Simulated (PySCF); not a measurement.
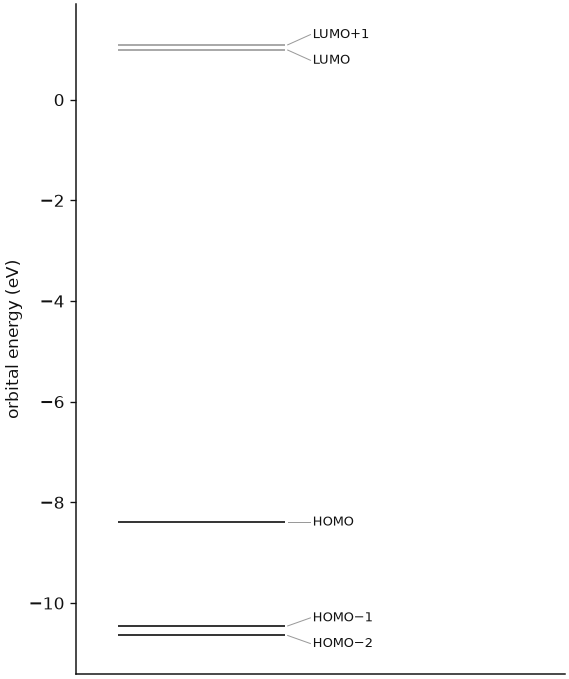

Kohn-Sham orbital energies near the frontier, CAM-B3LYP/def2-SVPD in PySCF, at a GFN2-xTB geometry (no frequency check), isolated molecule; empty levels in grey, levels within 0.03 eV side by side.

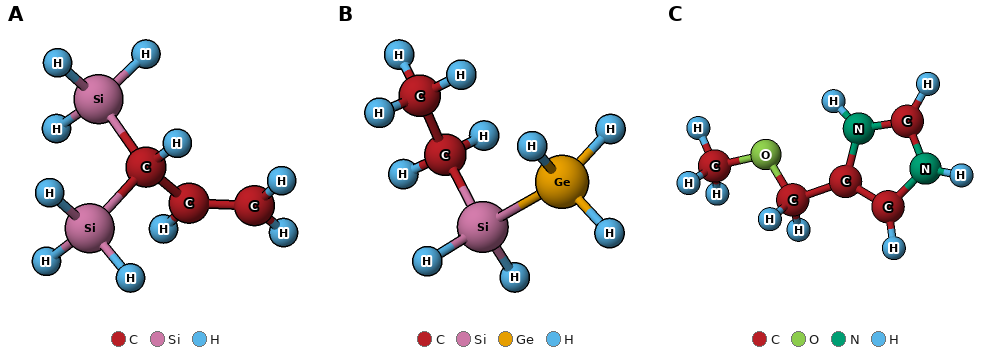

> Which molecule has this level scheme? Choose among the lettered structures. Charge and spin: A neutral singlet; B neutral singlet; C +1 singlet.

Structure A, C₃H₁₀Si₂, SMILES C=CC([SiH3])[SiH3]. HOMO −8.39 eV, LUMO 0.99 eV, separation 9.38 eV.

Known limits of this run: the tight-binding geometry is rougher than a DFT one and adds to the error; one conformer of a flexible molecule; empty levels above zero depend strongly on the basis.
